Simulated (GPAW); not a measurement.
Band structure of CrO2 (P4_2/mnm, 6 atoms in the cell).

```xyz
6
Lattice="4.4533 0.0000 0.0000 0.0000 4.4533 0.0000 0.0000 0.0000 2.9430" Properties=species:S:1:pos:R:3 pbc="T T T"
Cr     0.0000     0.0000     1.4715
Cr     2.2266     2.2266     0.0000
O      0.8785     0.8785     0.0000
O      3.5748     3.5748     0.0000
O      1.3482     3.1051     1.4715
O      3.1051     1.3482     1.4715
```
Moments meant for the start (each program seeds them in its own way; μB, in the order of the atoms Cr Cr O O O O): 3.0 3.0 0.0 0.0 0.0 0.0.

Computed with PBE, GPAW PAW datasets PBE (gpaw-data 1.0.1) (plane waves; GPAW).

Settings: spinpol = true; mode = pw; ecut = 900 eV; xc = PBE; kpts = 5 5 7; mesh shift (steps) = 0 0 0; occupations.name = methfessel-paxton; occupations.width = 0.272 eV; occupations.order = 0; nbands = -14; convergence.density = 1e-05 e/electron; symmetry.symmorphic = false; symmetry.tolerance = 0.0005; maxiter = 150.

The starting cell comes from a database of computed structures (which also holds hypothetical and non-ambient phases and stackings), without a prior relaxation at this level. Its lattice was rescaled by a random factor within 2.5 % of one. The magnetic order is the one reached from the typed start; others were not searched systematically.

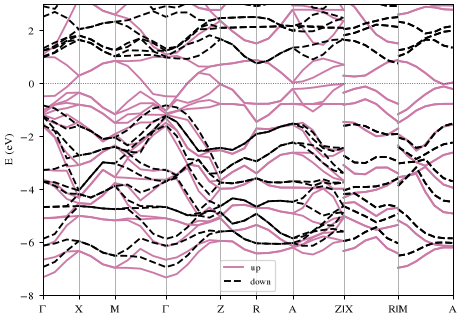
Fig. 1. Bands along the path, energies from the Fermi level.

Levels in eV from the Fermi level, bands 17 to 24 of the first spin channel:
| point | 17 | 18 | 19 | 20 | 21 | 22 | 23 | 24 |
|---|---|---|---|---|---|---|---|---|
| Γ | -1.19 | -1.14 | -1.04 | -1.04 | -0.49 | 0.99 | 1.09 | 3.64 |
| X | -0.81 | -0.81 | -0.36 | -0.36 | 0.28 | 0.28 | 3.19 | 3.19 |
| M | -1.50 | -1.50 | -1.17 | -1.17 | 0.84 | 0.84 | 2.59 | 2.59 |
| Z | -0.78 | -0.78 | -0.04 | -0.04 | 0.70 | 0.70 | 2.35 | 2.35 |
| R | -1.46 | -1.46 | -0.78 | -0.78 | 0.87 | 0.87 | 1.50 | 1.50 |
| A | -0.78 | -0.78 | -0.22 | -0.22 | 0.02 | 0.02 | 2.77 | 2.77 |

Bands cross the Fermi level along this path, so the cell is metallic at this level.

The net moment of the cell came out as 4.00 μB.
